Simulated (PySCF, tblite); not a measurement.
# C3H5FN2Si: geometry, infrared bands and NMR shifts

Wanted: the infrared bands and NMR shifts of C3H5FN2Si (`N#C/C(CF)=N/[SiH3]`), by calculation.

The runs use tblite 0.8.0 and PySCF 2.14.0, with density-fitted response routines of our own; the level of theory stands in each step. All values are computed, except where a source is named. Atoms count from 0, in the outputs and in this text.

### Step 1. The starting structure

12 atoms, charge 0, multiplicity 1; geometry from: force field or distance geometry start.

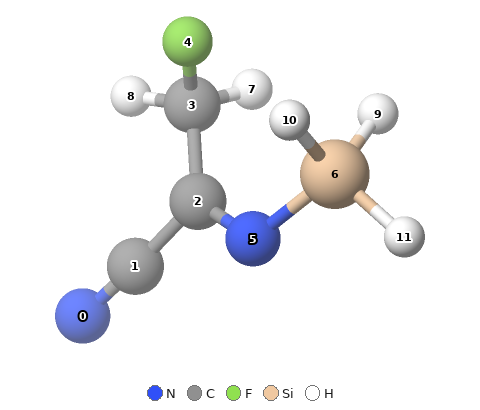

As it starts; nitrogen blue, carbon grey, fluorine green, silicon light orange, hydrogen white, atoms numbered.

### Step 2. Relaxing the molecule with GFN2-xTB

Job settings and geometry (Å):

```
{"job": {"kind": "relax", "xc": "GFN2-xTB", "basis": "xTB"}, "charge": 0, "multiplicity": 1}
N      2.644800    -2.184500     0.360100
C      1.741400    -1.444000     0.203600
C      0.658200    -0.512600     0.104800
C      0.524100     0.503200     1.206600
F      0.393900     1.769500     0.761200
N     -0.081500    -0.724100    -0.953800
Si    -1.453200     0.273000    -1.294500
H     -0.350200     0.266300     1.824200
H      1.409900     0.467500     1.865600
H     -2.178700     0.467700    -0.006900
H     -0.981700     1.556800    -1.840200
H     -2.325700    -0.439400    -2.256800
```

Started as:

```bash
OMP_NUM_THREADS=1 python probes_run.py task.json out
```

The driver reads the jobs from task.json and runs them one after another.

**Question.** This job is followed by: GFN2-xTB harmonic vibrations, gas phase; GIAO PBE0/pcSseg-1 NMR shielding, non-relativistic, gas phase. Predict these results of the whole session: strongest single infrared mode (GFN2-xTB); zero-point energy (GFN2-xTB); 13C shifts against TMS (PBE0/pcSseg-1); 1H shifts against TMS (PBE0/pcSseg-1, means over atoms taken as alike); 15N shifts against NH3 (PBE0/pcSseg-1); 19F shifts against CFCl3 (PBE0/pcSseg-1); 29Si shifts against TMS (PBE0/pcSseg-1); surface potential, least and greatest.

The runs gave:

| quantity | value |
| --- | --- |
| strongest single infrared mode (GFN2-xTB) | 810 cm⁻¹, 455 km/mol |
| zero-point energy (GFN2-xTB) | 45.1 kcal/mol |
| 13C shifts against TMS (PBE0/pcSseg-1) | 152.0, 117.2, 93.1 ppm |
| 1H shifts against TMS (PBE0/pcSseg-1, means over atoms taken as alike) | 5.45, 5.35 ppm |
| 15N shifts against NH3 (PBE0/pcSseg-1) | 418.4, 308.3 ppm |
| 19F shifts against CFCl3 (PBE0/pcSseg-1) | -249.4 ppm |
| 29Si shifts against TMS (PBE0/pcSseg-1) | -60.0 ppm |
| surface potential, least and greatest | -1.43 V and 1.57 V |

In words: Over 117 steps the energy fell by 0.380 eV; of the close pairs, C2–N5 changed most, 1.309 to 1.248 Å. No mode is imaginary among the 30: a minimum at this level. The strongest single mode, at 810 cm⁻¹, has its largest shares on H9, H10 and H11 (the list is cut at 3 atoms). Unscaled tight-binding wavenumbers are off by several per cent, some by more. Its intensities can rank the bands wrongly. The most deshielded hydrogen is H7, H8 (mean) (hydrogen on an sp3 CH2 bonded to F), at 5.45 ppm: its carbon carries F, which withdraws density. At PBE0/pcSseg-1: Shielding is most anisotropic at N5 (span 898 ppm, paramagnetic term -479 ppm). By nearest atom (PBE0/pcSseg-1), the HOMO sits on N5 61 %; H9 12 % and the LUMO on N5 30 %; C2 28 %.
